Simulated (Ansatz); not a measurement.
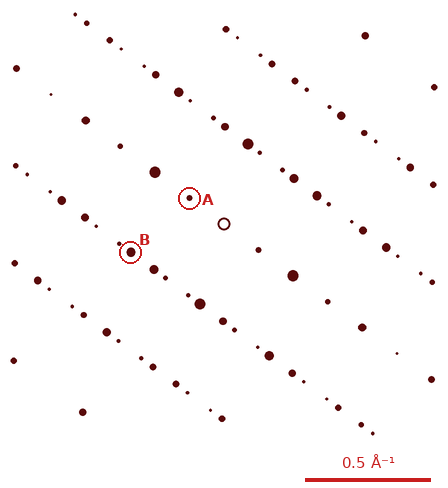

Simulated selected-area electron diffraction pattern (80 kV, kinematic approximation, thin crystal, B = 1 Å² for all atoms). Two individuals of a reflection twin are superposed (a geometric construction: whether this twin forms is not tested; the second individual is smaller and so fainter). Crystal: EuPtO₂, space group R-3m (No. 166), a = 3.653 Å, c = 17.246 Å (hexagonal axes), zone axis [100]. Structure: the input geometry of an electronic-structure calculation (not necessarily at equilibrium); the starting structure was generated, so it need not be a known form of this composition.

In the first individual spot A is 0 0 -3 and spot B is 0 1 -4.

> Find the twin plane.

(001). The spot positions of the combined pattern are mirror-symmetric about the row through 0 0 3 (d = 5.749 Å), which both individuals share, while a single individual has only symmetry 2 without that mirror line. Friedel's law adds the mirror line at right angles, so a twin on (010) would give the same picture; the more widely spaced plane was used.

> Which other reflections coincide?

Off the common row, 0 3 0 and their kin fall on spots of the second individual; about 24 % of the first individual's visible spots are shared.
